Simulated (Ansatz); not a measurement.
**CH3BF3Ge (charge +1): density, localisation and related maps**

```xyz
9

C    -0.2766    0.6697    2.7963
B     2.9760   -0.6396    1.3002
F     2.1275    2.2966    2.0659
F     3.8357   -1.1245    2.1324
F     2.9169   -0.8851    0.0339
Ge    1.5088    0.7001    2.0956
H    -0.4194    1.5566    3.4328
H    -0.9661    0.7195    1.9327
H    -0.4553   -0.2667    3.3472
```

Geometry: B3LYP-D3(BJ)/def2-SVP.

Method: Ansatz, isolated molecule in a Gaussian basis; Kohn-Sham density functional theory, functional PBE0.

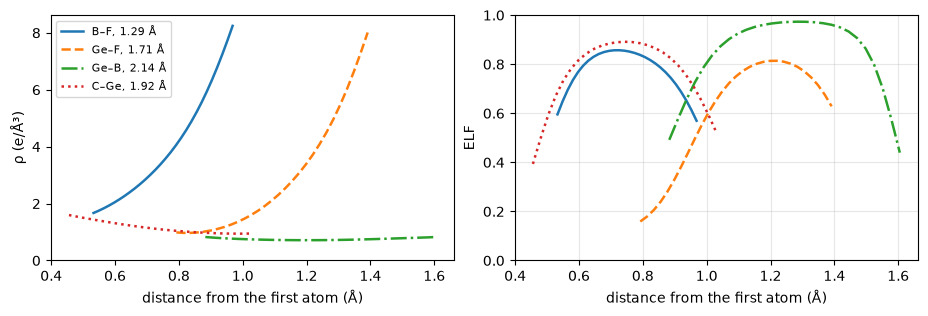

Figure 1. Total electron density and ELF along straight lines between neighbouring atoms. The curves leave out the atomic cores.

Compare the contacts.

Answer. B–F (1.29 Å): ρ is about 2.4 e/Å³ halfway; the ELF peaks at about 0.85 between the atoms: a short, strongly polar bond.
Ge–F (1.71 Å): ρ at the midpoint is about 0.98 e/Å³; the ELF peaks at about 0.80 in the valence shell of F, 0.5 Å from its nucleus, and is about 0.25 at the midpoint.
Ge–B (2.14 Å): ρ at the midpoint is about 0.73 e/Å³; the ELF peaks at about 1 between the atoms, as expected for localised, covalent bonding.
C–Ge (1.92 Å): ρ is about 0.95 e/Å³ halfway; the ELF peaks at about 0.90 between the atoms (a shared electron pair).

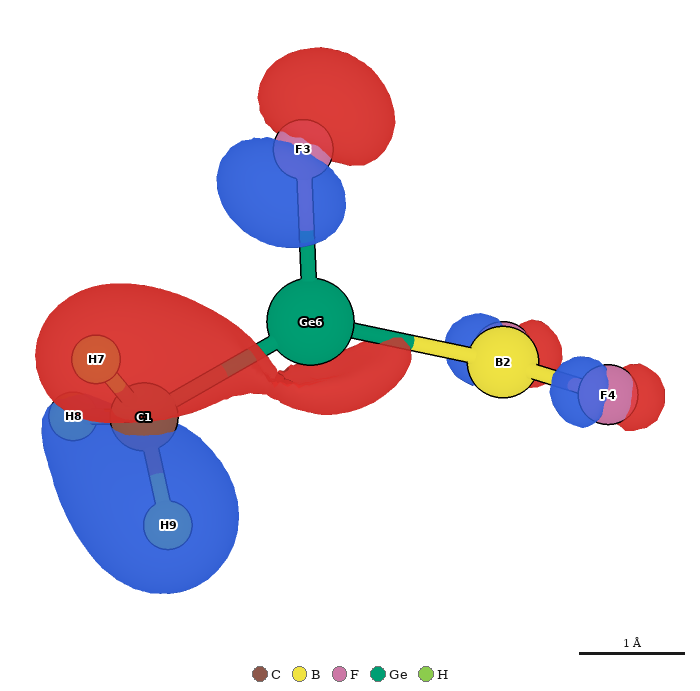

Figure 2. The HOMO−1 at ±0.15 Å⁻³ᐟ² (red and blue are the two phases), seen at a tilt.

Where does this orbital lie, and at what energy?

Answer. By Hirshfeld shares it lies mainly on C1 (about 30 %), F3 (about 30 %), Ge6 (about 10 %), H9 (about 10 %) and H7 (about 10 %). Its energy is −17.14 eV.
